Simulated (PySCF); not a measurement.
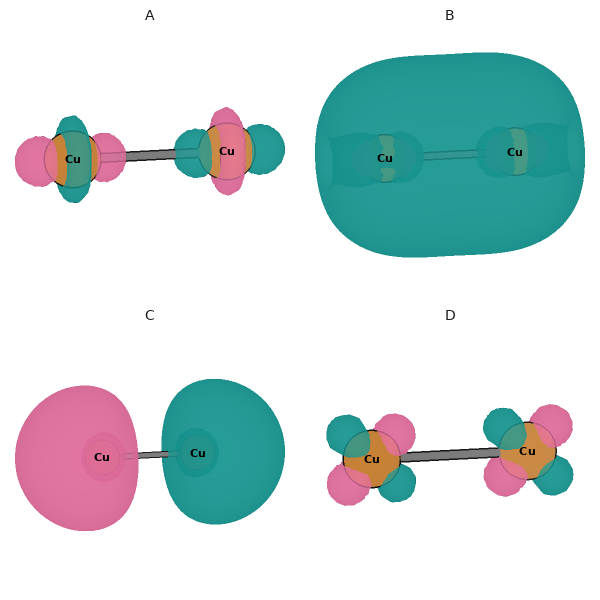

Cu2 (charge +1, doublet). Four frontier β-spin orbitals, each drawn at the value that holds 80 % of its norm (teal and pink are the two phases), in no order; of a degenerate pair one member is drawn.

Method: PBE0/def2-TZVPPD, non-relativistic Hamiltonian with scalar-relativistic core potentials where named, at a bond length of 2.459 Å (PySCF 2.14.0).

Label each orbital by symmetry, say whether it is occupied, and order them by energy.

Orbital D: πg, occupied in this spin, −13.71 eV; antibonding, with a node between the atoms.
Orbital A: σu, occupied in this spin, −13.42 eV; antibonding, with a node between the atoms.
Orbital B: σg, empty in this spin, −9.67 eV; with no node between the nuclei.
Orbital C: σu, empty in this spin, −7.27 eV; antibonding, with a node between the atoms.
